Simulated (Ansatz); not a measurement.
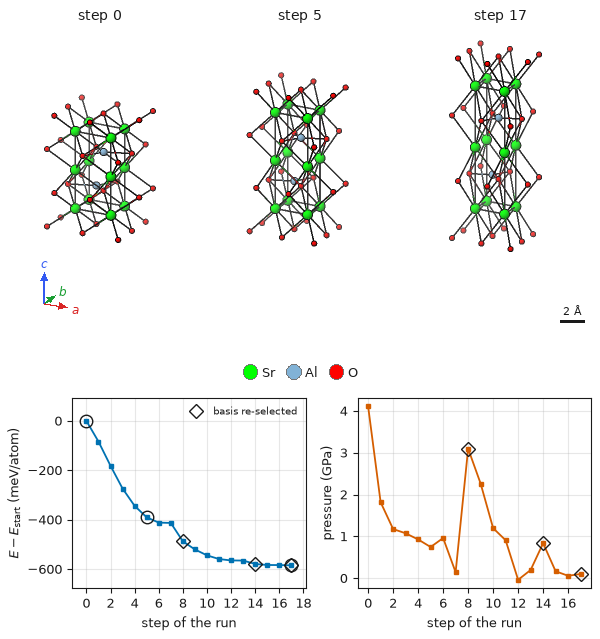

Frames of a relaxation of a crystal of SrAlO (a generated structure, set up in P6_3/mmc) (coarse preliminary run), marked on the history of the run. The picture is a ball-and-stick view of the cell of the calculation, seen slightly off an axis.

These are results of DFT PBE, scalar-relativistic, plane waves, PAW in Ansatz 0.2.0, not measurements. Settings: plane-wave cutoff 420 eV; k-point mesh 6 × 6 × 4; occupations gaussian; smearing width 0.1 eV; no spin polarisation; cell and atoms relaxed; force threshold 0.04 eV/Å; at most 70 steps.

Describe the path.

The atoms keep their places relative to the cell (all moves are under 0.005 Å). The volume changes by +7.2 %, with a = b 4.384 → 3.602 Å (−17.8 %), c 6.773 → 10.748 Å (+58.7 %). Some distances before and after: Sr–Sr 3.387 → 5.374 Å, Al–O 2.531 → 2.080 Å, O–Sr 3.045 → 3.398 Å, Al–Sr 3.045 → 3.398 Å. The space group stays P6_3/mmc (No. 194). After 14 accepted moves (17 points after the start) the energy has fallen by 585 meV per atom. All forces vanish by symmetry, so only the cell relaxes. Pressure: 4.11 GPa at the start and 0.10 GPa at the end. The SCF was repeated 3 times at an unchanged geometry on a basis and grid sized afresh for the cell, which shifted the energy by 74.6 meV per atom at most. From step 0 to 5: volume +2.2 %, energy −390 meV per atom. From step 5 to 17: volume +4.8 %, energy −194 meV per atom.

| step | E − E(0), meV/atom | pressure, GPa | volume, Å³/atom | note |
| --- | --- | --- | --- | --- |
| 0 | 0.00 | 4.11 | 18.789 |  |
| 1 | -83.57 | 1.82 | 19.509 |  |
| 2 | -181.71 | 1.17 | 19.607 |  |
| 3 | -273.96 | 1.07 | 19.510 |  |
| 4 | -344.13 | 0.93 | 19.377 |  |
| 5 | -390.49 | 0.75 | 19.208 |  |
| 6 | -411.90 | 0.96 | 18.860 |  |
| 7 | -413.20 | 0.14 | 18.995 |  |
| 8 | -487.78 | 3.10 | 18.995 | same geometry, new basis |
| 9 | -520.60 | 2.26 | 19.216 |  |
| 10 | -544.45 | 1.20 | 19.520 |  |
| 11 | -559.42 | 0.91 | 19.578 |  |
| 12 | -565.05 | -0.04 | 19.862 |  |
| 13 | -565.50 | 0.20 | 19.767 |  |
| 14 | -579.40 | 0.84 | 19.767 | same geometry, new basis |
| 15 | -583.43 | 0.17 | 20.064 |  |
| 16 | -583.80 | 0.06 | 20.133 |  |
| 17 | -584.91 | 0.10 | 20.133 | same geometry, new basis |
